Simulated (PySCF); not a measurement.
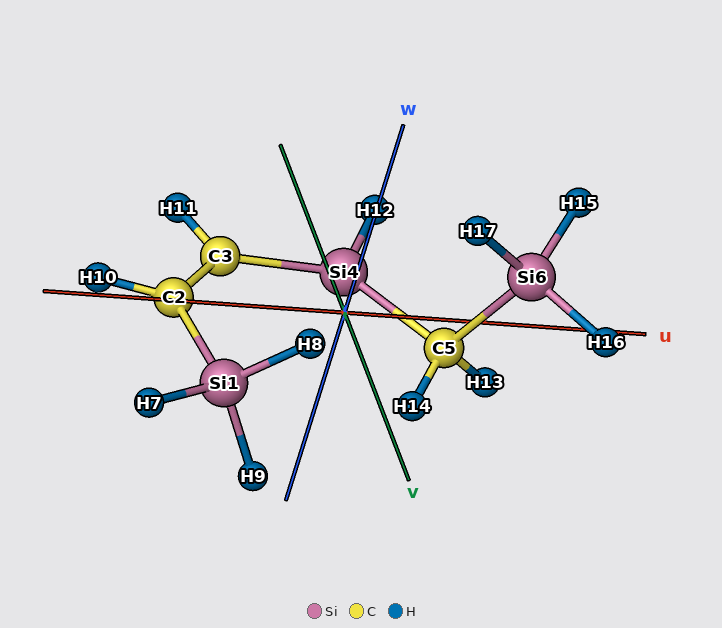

The lines u, v and w are the principal axes of the g tensor. The species is neutral and a spin doublet. Computed geometry: GFN2-xTB optimisation. No frequency run is at hand to confirm it as a minimum. Method: UKS B3LYP, pcH-1 on C H Si, non-relativistic, mean-field spin-orbit, GIAO (PySCF 2.14.0).

### Along which axis does g lie farthest from the free-electron value?

Along u (nearly parallel to the C3–Si4 bond): the shift is 1959 ppm.

Give the principal values and shifts.

| axis | g | shift (ppm) |
| --- | --- | --- |
| u | 2.00428 | 1959 |
| v | 2.00331 | 996 |
| w | 2.00207 | −246 |

The geometry is semi-empirical. Around Si such bond lengths and angles can be off by a tenth of an ångström or more and by several degrees, and values that hang on the shape move with them.
